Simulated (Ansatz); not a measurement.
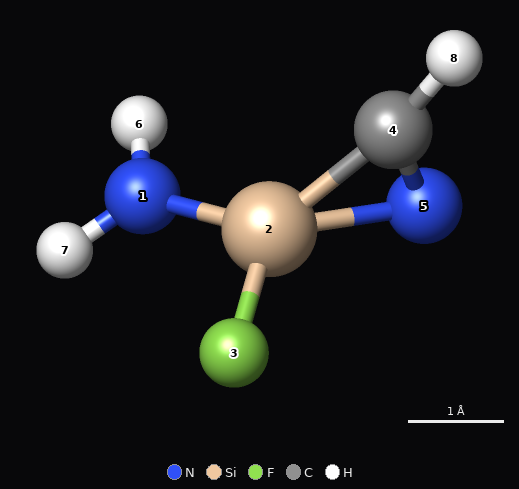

*The input geometry (ball-and-stick view, seen at a tilt; atoms are numbered from 1 in the order of the input).*

# Run report: CH₃FN₂Si, molecular dynamics

- system: CH₃FN₂Si
- method: RKS PBE, rpa/def2-SVP (Ansatz 0.2.0)

The geometry comes from this level: PBE0-D4/def2-TZVP.

## Input file
```yaml
crystal:
  periodic: [false, false, false]
  atoms:
    - {symbol: N, position_ang: [1.129717, 0.718067, 0.647269]}
    - {symbol: Si, position_ang: [-0.202512, 0.277147, -0.271873]}
    - {symbol: F, position_ang: [-0.795948, 1.630986, -0.843758]}
    - {symbol: C, position_ang: [-1.118513, -1.207651, -0.224594]}
    - {symbol: N, position_ang: [-0.289118, -1.165220, -1.233259]}
    - {symbol: H, position_ang: [1.728134, 0.054434, 1.105215]}
    - {symbol: H, position_ang: [1.427005, 1.672694, 0.743264]}
    - {symbol: H, position_ang: [-1.786567, -2.037556, 0.021936]}
basis:
  gaussian: {orbitals: def2-SVP}
hamiltonian: {xc: {name: PBE}}
correlation: {method: rpa}
md: {timestep: 0.5 fs, n_steps: 50, ensemble: nve, temperature: 500, initial_velocities: maxwell_boltzmann, seed: 219}
```

Launch command:
```bash
ansatz run in.yaml --threads 2 --pin off --events-out ev --progress --plain --max-ram 4352MiB
```

## What the program printed
```
Error: forces are implemented only for Hartree–Fock and Kohn–Sham states of molecules, for MP2, coupled cluster and FCI on these and for active spaces without a correction or with SC-NEVPT2: ask for no forces
```

## Outcome

- outcome: refused by the program
- hardware: 2 threads of Arm Neoverse V2, 23 GiB of memory available, shared host

The program refused the input: “forces are implemented only for Hartree–Fock and Kohn–Sham states of molecules, for MP2, coupled cluster and FCI on these and for active spaces without a correction or with SC-NEVPT2: ask for no forces”
